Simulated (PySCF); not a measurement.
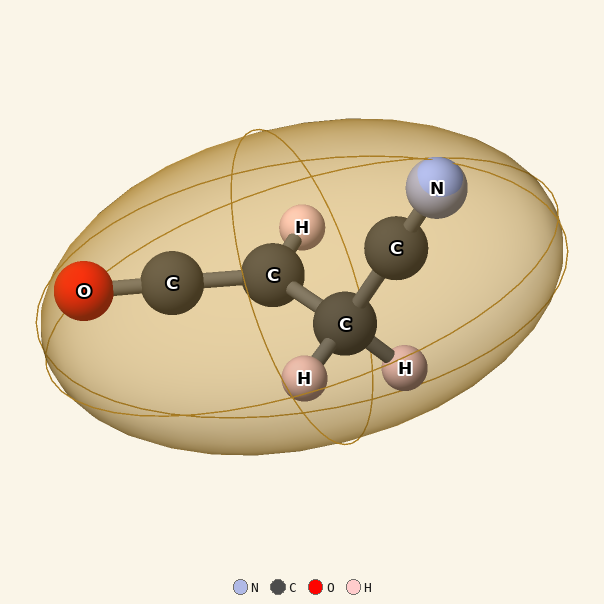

The ellipsoid shows the static dipole polarisability: its half-axes are proportional to the principal values. The computed structure is the end point of a PBE0-D3(BJ)/def2-SVP optimisation. No frequency run is at hand to confirm it as a minimum. Level of theory: B3LYP/def2-SVPD (PySCF 2.14.0).

### Give the principal values, the mean and the anisotropy.

Principal values 40.9, 46.3, 75.2 bohr³; mean 54.1 bohr³ (8.02 Å³); anisotropy 31.9 bohr³, so the longest axis is 1.84 times the shortest.
